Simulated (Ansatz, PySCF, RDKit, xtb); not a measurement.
# C3H6OS2Si: ranking a sample of isomers, part 2 of 2

A sample of isomers of C3H6OS2Si is drawn. Aim: find which of them has the lowest free energy at 298.15 K, then its properties. The sample is small against all isomers, and the most stable one of this formula need not be in it.

xtb, Ansatz and PySCF; isolated molecules.

### 12 The ranking

Energies in kcal/mol from c181a; G adds the thermal terms to the CCSD(T)/def2-SVP + MP2/def2-TZVPP - MP2/def2-SVP energy. The columns left of the relaxed level are at the tight-binding geometries.

```
label                SMILES     spin  GFN2-xTB  HF/STO-3G  r2SCAN-D4/def2-SVP  r2SCAN-D4/def2-SVP, relaxed  HF/def2-SVP  MP2/def2-SVP  CCSD(T)/def2-SVP + MP2/def2-TZVPP - MP2/def2-SVP     G  share at equilibrium     T1
c181a      CS[Si@@H]1OC=CS1  singlet       0.0        0.0                 0.0                          0.0          0.0           0.0                                               0.0   0.0               100.0 %  0.014
c193d  O=C[C@@H]1CS[SiH2]S1  singlet      25.5       16.2                22.0                         22.5         20.4          17.5                                              25.0  24.4               < 0.1 %  0.013
c933b    CC(=S)C(=S)O[SiH3]  singlet      25.0       74.5                45.4                         44.4         46.6          39.0                                              48.7  44.1               < 0.1 %  0.017
```

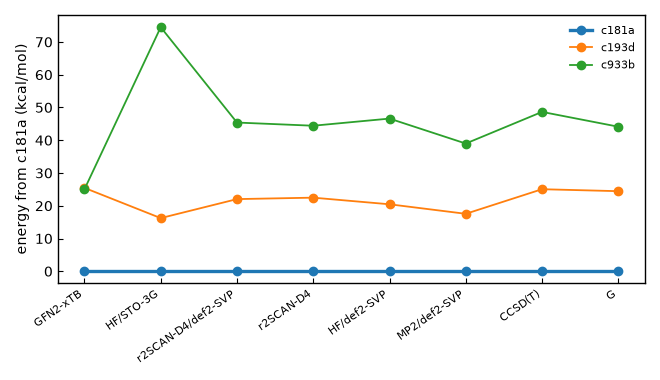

The finalists at each level, measured from c181a.

Lowest found: c181a, `CS[Si@@H]1OC=CS1`, a singlet. Bond lengths: C2–C3 1.346 Å, C2–O4 1.361 Å, C1–S5 1.834 Å, C3–S6 1.779 Å, O4–Si7 1.703 Å, S5–Si7 2.119 Å, S6–Si7 2.166 Å, C1–H8 1.098 Å, C1–H9 1.100 Å, C1–H10 1.099 Å, Si7–H11 1.483 Å, C2–H12 1.093 Å, C3–H13 1.091 Å. Some angles: C2–C3–S6 117.7°, C3–C2–O4 120.2°, C2–O4–Si7 115.9°, C1–S5–Si7 99.4°, C3–S6–Si7 90.2°, O4–Si7–S5 113.2°, O4–Si7–S6 95.7°, S5–Si7–S6 115.1°, C2–C3–H13 124.3°, S6–C3–H13 118.0°.

```xyz
13

C     0.2640   -0.4462    1.7148
C    -0.9265    0.7177   -1.8705
C    -1.9306    1.3110   -1.1993
O    -0.6594   -0.6023   -1.6771
S    -0.4380   -2.0502    1.1676
S    -2.8784    0.3109   -0.0745
Si   -1.5886   -1.3811   -0.4814
H     0.7401   -0.6271    2.6874
H    -0.5343    0.3014    1.8301
H     1.0177   -0.0906    0.9988
H    -2.2500   -2.5920   -1.0237
H    -0.2712    1.2178   -2.5885
H    -2.1964    2.3647   -1.2967
```

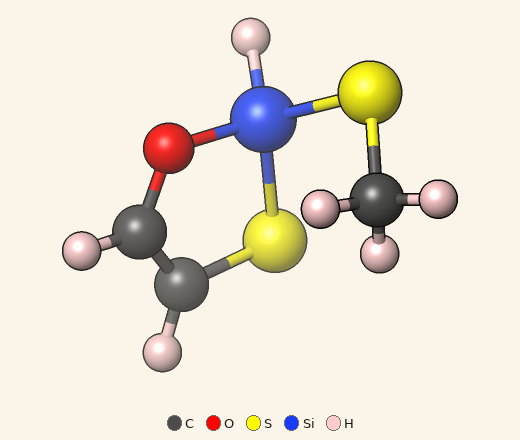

The lowest structure found, seen from a chosen angle (carbon dark grey, oxygen red, sulfur yellow, silicon blue, hydrogen pink).

### 13 Density, orbitals and dipole (PBE0/def2-SVPD)

input.yaml

```yaml
crystal:
  periodic: [false, false, false]
  atoms:
    - {symbol: C, position_ang: [0.263994, -0.446234, 1.714846]}
    - {symbol: C, position_ang: [-0.926460, 0.717721, -1.870528]}
    - {symbol: C, position_ang: [-1.930602, 1.311045, -1.199269]}
    - {symbol: O, position_ang: [-0.659450, -0.602347, -1.677102]}
    - {symbol: S, position_ang: [-0.437969, -2.050187, 1.167632]}
    - {symbol: S, position_ang: [-2.878423, 0.310933, -0.074512]}
    - {symbol: Si, position_ang: [-1.588574, -1.381124, -0.481394]}
    - {symbol: H, position_ang: [0.740066, -0.627057, 2.687418]}
    - {symbol: H, position_ang: [-0.534270, 0.301424, 1.830057]}
    - {symbol: H, position_ang: [1.017724, -0.090630, 0.998817]}
    - {symbol: H, position_ang: [-2.250050, -2.592039, -1.023675]}
    - {symbol: H, position_ang: [-0.271189, 1.217824, -2.588462]}
    - {symbol: H, position_ang: [-2.196352, 2.364750, -1.296672]}
basis:
  gaussian: {orbitals: def2-SVPD}
total_charge: 0
hamiltonian: {xc: pbe0}
output: {forces: true, orbitals: {seedname: orbitals}}
```

Run with:

```console
$ ansatz run input.yaml --threads 2 --pin off --max-ram 5220MiB --events-out events.jsonl --progress --plain --runs-dir runs
```

Standard output (excerpt; [...] marks lines left out):

```text
Warning: RAYON_NUM_THREADS=2 ignored (pool sized by the plan → 2); use --threads N
Functional definition: PBE0
  name "PBE0"
[...]
1871 factors; their error is unknown
[...]
mean field -34776.83731813 eV, -1278.0251988544 hartree, gradient 2.9e-5 eV, S^2 0.000000; 0 other end points of the search recorded, 0 dependent functions left out
[...]
reference -34776.83736647 eV, -1278.0252006309 hartree; 39, 39 occupied and 170, 170 virtual orbitals, 1871 factors
[...]
Atom 8 at    -0.534270     0.301424     1.830057 Å, force     0.048718    -0.045878    -0.004161 eV/Å
Atom 9 at     1.017724    -0.090630     0.998817 Å, force    -0.044302    -0.022044     0.047206 eV/Å
Atom 10 at    -2.250050    -2.592039    -1.023675 Å, force    -0.015063     0.006069    -0.011527 eV/Å
Atom 11 at    -0.271189     1.217824    -2.588462 Å, force    -0.079815    -0.027234     0.071595 eV/Å
Atom 12 at    -2.196352     2.364750    -1.296672 Å, force     0.040563    -0.099424    -0.006880 eV/Å
Dipole moment:     0.179442     0.314062     0.016407 e Å
```

Run time: 10 s. Hardware: 2 threads of Intel Xeon at 2.70GHz, shared host; peak memory 0.8 GiB.

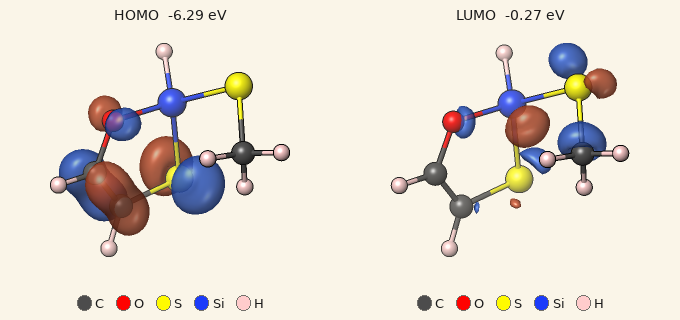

Frontier orbitals of this run, surfaces at ±0.2 Å^-3/2.

### 14 Electronic excitations (TD-PBE0/def2-SVPD)

An in-house driver calls PySCF's response routines at TD-PBE0/def2-SVPD; it has no typed input.

Standard output:

```text
coarse grid: 12936 points
cycle   1  E = -1277.8181741763  dE =  8.538e-01  |g| = 5.643e-01  |ddm| = 5.726e+00
cycle   2  E = -1277.7255418992  dE =  9.263e-02  |g| = 9.013e-01  |ddm| = 1.909e+00
cycle   3  E = -1277.8811429782  dE = -1.556e-01  |g| = 1.309e-01  |ddm| = 1.079e+00
cycle   4  E = -1277.8845467405  dE = -3.404e-03  |g| = 6.109e-02  |ddm| = 2.912e-01
cycle   5  E = -1277.8855492065  dE = -1.002e-03  |g| = 1.488e-02  |ddm| = 1.206e-01
cycle   6  E = -1277.8856060820  dE = -5.688e-05  |g| = 3.740e-03  |ddm| = 2.949e-02
cycle   7  E = -1277.8856096914  dE = -3.609e-06  |g| = 9.520e-04  |ddm| = 8.459e-03
final grid: 112488 points
cycle   8  E = -1278.0252629887  dE = -1.603e-05  |g| = 1.034e-02  |ddm| = 9.459e-02
cycle   9  E = -1278.0252338465  dE =  2.914e-05  |g| = 1.555e-02  |ddm| = 3.011e-02
cycle  10  E = -1278.0252862505  dE = -5.240e-05  |g| = 1.820e-03  |ddm| = 1.932e-02
cycle  11  E = -1278.0252870403  dE = -7.898e-07  |g| = 4.010e-04  |ddm| = 3.197e-03
cycle  12  E = -1278.0252870855  dE = -4.517e-08  |g| = 8.786e-05  |ddm| = 9.767e-04
cycle  13  E = -1278.0252870874  dE = -1.924e-09  |g| = 2.801e-05  |ddm| = 1.836e-04
cycle  14  E = -1278.0252870876  dE = -2.165e-10  |g| = 1.057e-05  |ddm| = 7.428e-05
converged SCF energy = -1278.0252870876

Static polarisability (au): isotropic 101.731, principal 93.742 95.982 115.470

Singlet excitations
state   eV       nm        f      main configurations
  1   4.7831    259.2   0.00368   H->L 0.83, H->L+1 0.09
  2   5.0013    247.9   0.01006   H->L+1 0.89, H->L 0.09
  3   5.5235    224.5   0.00407   H->L+3 0.83
  4   5.6205    220.6   0.02612   H-1->L 0.60, H->L+2 0.32
  5   5.7467    215.7   0.05472   H->L+2 0.56, H-1->L 0.31
  6   5.9674    207.8   0.01525   H->L+5 0.56, H->L+4 0.28
  7   6.0147    206.1   0.01612   H->L+4 0.52, H->L+5 0.38
  8   6.3012    196.8   0.09661   H-1->L+1 0.83

Triplet excitations (Tamm-Dancoff, eV): 3.7545 4.5417 4.7596
```

Wall time 27 s (2 threads of Intel Xeon at 2.70GHz, shared host); peak memory 1 GiB.

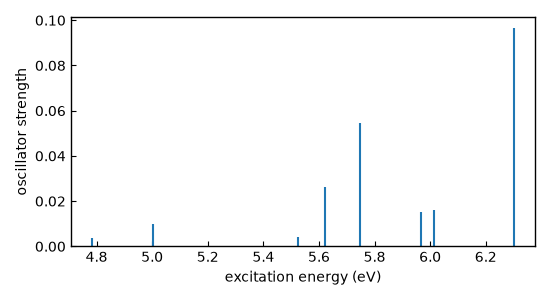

Vertical excitations as sticks.

The roots found:

```
excited state  energy (eV)  strength
            1        4.783    0.0037
            2        5.001    0.0101
            3        5.524    0.0041
            4        5.620    0.0261
            5        5.747    0.0547
            6        5.967    0.0152
            7        6.015    0.0161
            8        6.301    0.0966
```

### 15 NMR shieldings (GIAO PBE0/pcSseg-1)

An in-house driver calls PySCF's response routines at GIAO PBE0/pcSseg-1; it has no typed input.

Standard output:

```text
coarse grid: 12936 points
cycle   1  E = -1278.2860548393  dE =  9.098e-01  |g| = 6.049e-01  |ddm| = 3.517e+00
cycle   2  E = -1278.1932862778  dE =  9.277e-02  |g| = 9.405e-01  |ddm| = 1.272e+00
cycle   3  E = -1278.3540691042  dE = -1.608e-01  |g| = 1.380e-01  |ddm| = 8.353e-01
cycle   4  E = -1278.3576838526  dE = -3.615e-03  |g| = 6.355e-02  |ddm| = 1.923e-01
cycle   5  E = -1278.3587084571  dE = -1.025e-03  |g| = 1.537e-02  |ddm| = 7.110e-02
cycle   6  E = -1278.3587638060  dE = -5.535e-05  |g| = 4.460e-03  |ddm| = 1.761e-02
cycle   7  E = -1278.3587681417  dE = -4.336e-06  |g| = 1.079e-03  |ddm| = 5.521e-03
final grid: 112488 points
cycle   8  E = -1278.4144705581  dE = -1.341e-05  |g| = 1.114e-02  |ddm| = 2.507e-02
cycle   9  E = -1278.4144383231  dE =  3.223e-05  |g| = 1.687e-02  |ddm| = 2.005e-02
cycle  10  E = -1278.4144947274  dE = -5.640e-05  |g| = 1.957e-03  |ddm| = 1.289e-02
cycle  11  E = -1278.4144955849  dE = -8.576e-07  |g| = 3.580e-04  |ddm| = 2.051e-03
cycle  12  E = -1278.4144956188  dE = -3.384e-08  |g| = 9.381e-05  |ddm| = 4.633e-04
cycle  13  E = -1278.4144956207  dE = -1.945e-09  |g| = 3.287e-05  |ddm| = 1.038e-04
cycle  14  E = -1278.4144956210  dE = -2.738e-10  |g| = 8.169e-06  |ddm| = 3.961e-05
converged SCF energy = -1278.4144956210

GIAO shielding tensors (ppm)
atom      isotropic    diamagn.    paramagn.     s11        s22        s33       span
  0 C      172.689     252.386     -79.697    161.908    165.194    190.964     29.056
  1 C       33.777     249.660    -215.882    -68.956     68.979    101.309    170.265
  2 C       75.759     260.897    -185.138    -15.335    109.044    133.569    148.904
  3 O      173.408     397.804    -224.396    113.577    158.888    247.758    134.181
  4 S      588.393    1057.541    -469.149    473.966    581.970    709.242    235.276
  5 S      619.256    1057.668    -438.412    469.668    590.663    797.437    327.769
  6 Si     313.843     877.359    -563.516    247.686    341.150    352.694    105.008
  7 H       29.360      29.455      -0.095     23.472     26.347     38.261     14.789
  8 H       29.020      31.525      -2.505     22.895     29.741     34.424     11.529
  9 H       29.447      32.729      -3.282     24.169     27.465     36.706     12.537
 10 H       24.970      25.939      -0.969     21.071     22.433     31.407     10.337
 11 H       24.480      29.387      -4.906     21.648     24.379     27.414      5.766
 12 H       25.797      30.261      -4.464     22.460     25.668     29.264      6.805
```

It took 19 s on 2 threads of Intel Xeon at 2.70GHz, shared host; peak memory 1.1 GiB.

Isotropic shieldings, averaged over atoms that the bond graph makes equivalent (absolute, not shifts):

```
      atoms  shielding (ppm)
         C1            172.7
         C2             33.8
         C3             75.8
         O4            173.4
         S5            588.4
         S6            619.3
        Si7            313.8
H8, H9, H10            29.28
        H11            24.97
        H12            24.48
        H13            25.80
```

### 16 The cation at the same geometry (PBE0/def2-SVPD)

Changes to input.yaml since step 13:

```diff
@@ -17,5 +17,9 @@
 basis:
-  gaussian: {orbitals: def2-SVPD}
-total_charge: 0
-hamiltonian: {xc: pbe0}
-output: {forces: true, orbitals: {seedname: orbitals}}
+  gaussian:
+    orbitals: def2-SVPD
+total_charge: 1
+magnetization:
+  spin_polarized: true
+  initial_magnetization: 1
+hamiltonian:
+  xc: {name: PBE0}
```

Run with:

```console
$ ansatz run input.yaml --threads 2 --pin off --max-ram 5220MiB --events-out events.jsonl --progress --plain --runs-dir runs
```

Standard output (excerpt; [...] marks lines left out):

```text
Warning: RAYON_NUM_THREADS=2 ignored (pool sized by the plan → 2); use --threads N
[... 2 set-up lines as earlier in the session ...]
[...]
1871 factors; their error is unknown
[...]
mean field -34768.66909277 eV, -1277.7250221088 hartree, gradient 9.0e-6 eV, S^2 0.755057; 3 other end points of the search recorded, 0 dependent functions left out
reference -34768.66914520 eV, -1277.7250240357 hartree; 39, 38 occupied and 170, 171 virtual orbitals, 1871 factors
Total energy: -34768.66914520 eV, -1277.7250240357 hartree
```

Wall time 28 s (2 threads of Intel Xeon at 2.70GHz, shared host); peak memory 1.1 GiB.

Difference from the parent: 8.17 eV.

### 17 The anion at the same geometry (PBE0/def2-SVPD)

Changes to input.yaml since step 16:

```diff
@@ -1 +1,4 @@
+basis:
+  gaussian:
+    orbitals: def2-SVPD
 crystal:
@@ -16,6 +19,3 @@
     - {symbol: H, position_ang: [-2.196352, 2.364750, -1.296672]}
-basis:
-  gaussian:
-    orbitals: def2-SVPD
-total_charge: 1
+total_charge: -1
 magnetization:
@@ -25 +25,3 @@
   xc: {name: PBE0}
+scf:
+  lower_state_search: off
```

Run with:

```console
$ ansatz run input.yaml --threads 2 --pin off --max-ram 5220MiB --events-out events.jsonl --progress --plain --runs-dir runs
```

Standard output (excerpt; [...] marks lines left out):

```text
Warning: RAYON_NUM_THREADS=2 ignored (pool sized by the plan → 2); use --threads N
[... 2 set-up lines as earlier in the session ...]
[...]
1871 factors; their error is unknown
[...]
mean field -34775.82702290 eV, -1277.9880711894 hartree, gradient 5.3e-6 eV, S^2 0.751346; 0 other end points of the search recorded, 0 dependent functions left out
reference -34775.82706750 eV, -1277.9880728283 hartree; 40, 39 occupied and 169, 170 virtual orbitals, 1871 factors
Total energy: -34775.82706750 eV, -1277.9880728283 hartree
Checks for a lower state left out: stability, starts, cluster_reference, orbital_swaps, neighbouring_geometries, increment
```

Wall time 16 s (2 threads of Intel Xeon at 2.70GHz, shared host); peak memory 0.91 GiB.

Parent less the species with the added electron: -1.01 eV. The extra electron isn't bound at this geometry, so the number measures the basis, not the molecule.

### 18 The triplet at the same geometry (PBE0/def2-SVPD)

Changes to input.yaml since step 17:

```diff
@@ -1,4 +1 @@
-basis:
-  gaussian:
-    orbitals: def2-SVPD
 crystal:
@@ -19,9 +16,9 @@
     - {symbol: H, position_ang: [-2.196352, 2.364750, -1.296672]}
-total_charge: -1
+basis:
+  gaussian:
+    orbitals: def2-SVPD
 magnetization:
   spin_polarized: true
-  initial_magnetization: 1
+  initial_magnetization: 2
 hamiltonian:
   xc: {name: PBE0}
-scf:
-  lower_state_search: off
```

Run with:

```console
$ ansatz run input.yaml --threads 2 --pin off --max-ram 5220MiB --events-out events.jsonl --progress --plain --runs-dir runs
```

Standard output (excerpt; [...] marks lines left out):

```text
Warning: RAYON_NUM_THREADS=2 ignored (pool sized by the plan → 2); use --threads N
[... 2 set-up lines as earlier in the session ...]
[...]
1871 factors; their error is unknown
[...]
mean field -34773.09827602 eV, -1277.8877915913 hartree, gradient 6.0e-5 eV, S^2 2.009289; 2 other end points of the search recorded, 0 dependent functions left out
reference -34773.09832473 eV, -1277.8877933813 hartree; 40, 38 occupied and 169, 171 virtual orbitals, 1871 factors
Total energy: -34773.09832473 eV, -1277.8877933813 hartree
```

Wall time 21 s (2 threads of Intel Xeon at 2.70GHz, shared host); peak memory 1.1 GiB.

It lies 3.74 eV above the singlet.

### 19 Summary of results

The summary covers parts 1 to 2.

```
                                           quantity                                                                    value
                             lowest structure found                                                CS[Si@@H]1OC=CS1, singlet
                                      next finalist                 O=C[C@@H]1CS[SiH2]S1, singlet, 24.4 kcal/mol higher in G
          share at equilibrium, among the finalists                                                                  100.0 %
                                             funnel  15 starts, 15 minima at GFN2-xTB, 9 screening runs, 3 relaxed, 3 ranked
                               CPU time of all runs                                                                   16 min
                     dipole moment (PBE0/def2-SVPD)                                                                   1.74 D
                       HOMO energy (PBE0/def2-SVPD)                                                                 -6.29 eV
                       LUMO energy (PBE0/def2-SVPD)                                                                 -0.27 eV
                     HOMO–LUMO gap (PBE0/def2-SVPD)                                                                  6.02 eV
              lowest excitation (TD-PBE0/def2-SVPD)                                                      4.78 eV (f = 0.004)
       strongest of the states computed, same level                                                      6.30 eV (f = 0.097)
lowest triplet excitation, same level, Tamm-Dancoff                                                                  3.75 eV
                         vertical ionisation energy                                                                  8.17 eV
                         vertical electron affinity                       -1.01 eV (unbound: the value depends on the basis)
                      vertical triplet less singlet                                                                 +3.74 eV
```

What this shows: `CS[Si@@H]1OC=CS1` comes out lowest. Among the finalists first place is clear (24.4 kcal/mol); structures outside the list aren't covered. GFN2-xTB, HF/STO-3G, r2SCAN-D4/def2-SVP, r2SCAN-D4/def2-SVP, relaxed, HF/def2-SVP and MP2/def2-SVP already put its bonding pattern lowest among the structures in one piece. The largest share of the time went into the final energies (36 %). 2 minima inside the window were never screened. The search is not exhaustive (a finite list of starts, one conformer a finalist), so a lower isomer can't be ruled out. Only 6 drawn patterns were tried, so whole families of isomers are missing, and the result ranks this sample alone.
